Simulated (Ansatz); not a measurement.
Consider BH₃OSSi.

Input file:

```
crystal:
  periodic: [false, false, false]
  atoms:
    - { symbol: O, position_ang: [-1.02892, 1.47042, -0.97836] }
    - { symbol: B, position_ang: [-0.50242, 0.36128, -0.46821] }
    - { symbol: Si, position_ang: [0.71058, -0.59494, 0.66879] }
    - { symbol: S, position_ang: [-0.83386, -1.363, -0.76077] }
    - { symbol: H, position_ang: [-0.72283, 2.33248, -0.69887] }
    - { symbol: H, position_ang: [0.37214, -1.09544, 1.99513] }
    - { symbol: H, position_ang: [2.00531, -1.1108, 0.24229] }
basis:
  gaussian: { orbitals: cc-pVDZ }
hamiltonian:
  xc: { name: BHLYP }
  dispersion: d4
relax:
  f_tol: 0.02
  max_steps: 50
output:
  orbitals: {}
```

Launched as:

```sh
ansatz run input.yaml --threads 1 --pin off --max-ram 2048MiB --backend cpu --events-out ev --progress --plain --runs-dir out
```

The fields are those of the relaxed geometry.

Theory: RKS BHLYP-D4/cc-pVDZ in Ansatz.

Q: Predict the electron density and electron localisation function between the atoms.

A: B–O (1.34 Å): ρ is about 2.2 e/Å³ halfway; the ELF peaks at about 0.90 between the atoms, as expected for a shared but strongly polarised pair.
B–S (1.80 Å): ρ at the midpoint is about 1.2 e/Å³; the ELF peaks at about 0.90 between the atoms (localised, covalent bonding).
Si–B (1.95 Å): ρ at the midpoint is about 0.75 e/Å³; the ELF peaks at about 0.90 between the atoms, as expected for localised, covalent bonding.
Si–S (2.20 Å): the density is about 0.69 e/Å³ at the midpoint, with its minimum of 0.53 e/Å³ about 0.8 Å from Si; the ELF peaks at about 0.75 between the atoms (localised, covalent bonding).

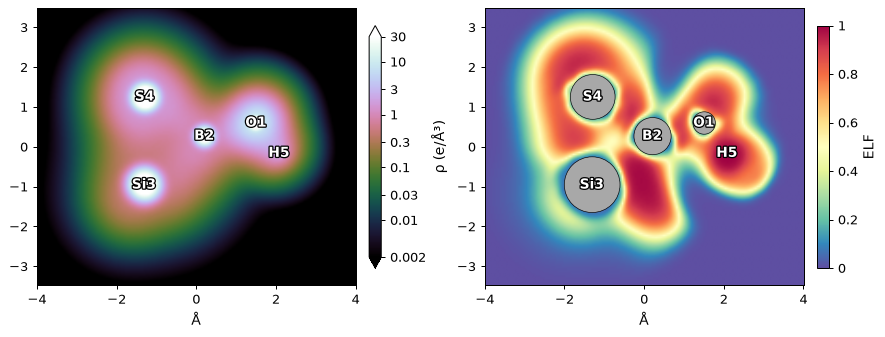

Computed electron density and electron localisation function on the plane of atoms B2, Si3 and S4, in this order. Grey discs cover the atomic cores in the ELF map. 
